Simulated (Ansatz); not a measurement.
Generalised stacking fault of CaF₂ (fluorite) on the {100} plane. The cell below holds the perfect crystal with the plane normal along z; tilting its third vector by the shift puts one fault into each cell, between planes 1.36 Å apart, at fixed cell height.

```xyz
9
Lattice="3.8328 0.0000 0.0000 0.0000 3.8328 0.0000 1.9164 1.9164 8.1305" Properties=species:S:1:pos:R:3 pbc="T T T"
Ca     1.7567     1.7567     7.4530
Ca     1.7567     1.7567     2.0326
Ca     3.6731     3.6731     4.7428
F      3.6731     1.7567     0.6775
F      1.7567     3.6731     3.3877
F      3.6731     1.7567     6.0979
F      1.7567     3.6731     0.6775
F      3.6731     1.7567     3.3877
F      1.7567     3.6731     6.0979
```

In-plane vectors a = (3.833, 0.000) Å, b = (0.000, 3.833) Å, area 14.69 Å². The shift is s times the vector a (length 3.833 Å), so s = 1 restores the start. Atoms relax along the normal only. γ = [E(shift) − E(0)] / area.

Calculation: PBEsol (plane waves to 420 eV, PAW, scalar-relativistic; Ansatz, a quantum-chemistry and plane-wave program). k mesh 8×8×8 (Γ-centred), Fermi-Dirac smearing 0.05 eV. E is the zero-smearing estimate. Some relaxations began with atoms very close together and may have settled on another branch. Faults lie only 8.1 Å apart, and holding the cell height raises γ above its relaxed value. CaF2 was relaxed with its symmetry unable to fall. The PAW data are Ansatz's earlier set. γ is measured from zero shift.

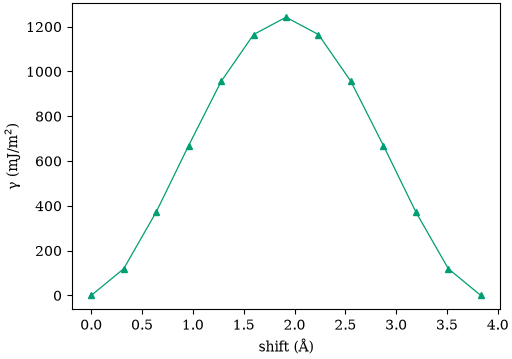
γ (mJ/m²) against shift (Å); one marker a computed point (the last repeats the first, one period on).

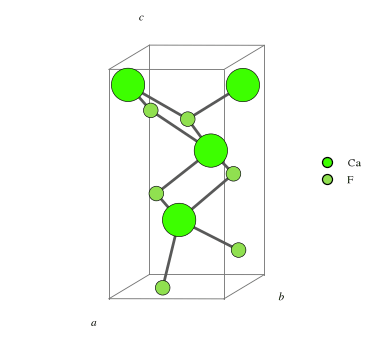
*The cell of the calculation at s = 0.500.*

The highest computed γ on the line is 1242 mJ/m² and the steepest slope dγ/d(shift) before the first maximum (spline) comes out as 9.4 GPa. Local minima between the ends: no computed point is one. Position of the highest point: s = 0.500.

A slope of 1 mJ/m² per Å is 0.01 GPa.

(The slope of γ gives the shear force per area between the displaced halves; near zero shift its curvature is an elastic stiffness.)
